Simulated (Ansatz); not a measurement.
System: CH₃BF₂ (SMILES CB(F)F).

Input

```
crystal:
  periodic: [false, false, false]
  atoms:
    - {symbol: C, position_ang: [0.337634, -0.145765, -0.888669]}
    - {symbol: B, position_ang: [1.075416, 1.140932, -0.390485]}
    - {symbol: F, position_ang: [2.191295, 1.581603, -0.962629]}
    - {symbol: F, position_ang: [0.638306, 1.841759, 0.651213]}
    - {symbol: H, position_ang: [-0.742954, -0.088133, -0.723713]}
    - {symbol: H, position_ang: [0.532059, -0.351823, -1.945483]}
    - {symbol: H, position_ang: [0.698647, -1.014474, -0.319555]}
basis:
  gaussian: {orbitals: def2-TZVPD}
hamiltonian: {xc: {name: PBE0}}
output: {forces: true, orbitals: {seedname: orbitals}}
```

Launched as:

```sh
ansatz run input.yaml --threads 1 --pin off --max-ram 2610MiB --events-out events.jsonl --progress --plain --runs-dir runs
```

Geometry: B3LYP/6-31G*.

All numbers below come from isolated molecule in a Gaussian basis; Kohn-Sham density functional theory, functional PBE0 in Ansatz.

What will maps of the electron density and electron localisation function show?

Answer. B–F (1.33 Å): ρ at the midpoint is about 2.2 e/Å³; the ELF peaks at about 0.85 between the atoms; a polar covalent bond.
C–B (1.56 Å): ρ is about 1.5 e/Å³ halfway; the ELF peaks at about 1 between the atoms: localised, covalent bonding.

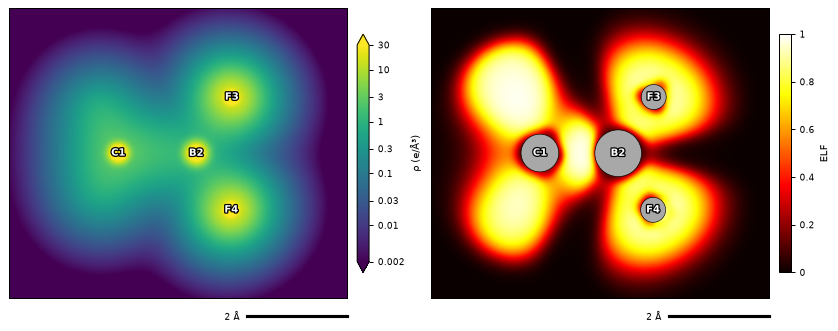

Computed electron density and electron localisation function on the plane of atoms C1, B2 and F4, in this order. Grey discs cover the atomic cores in the ELF map. 
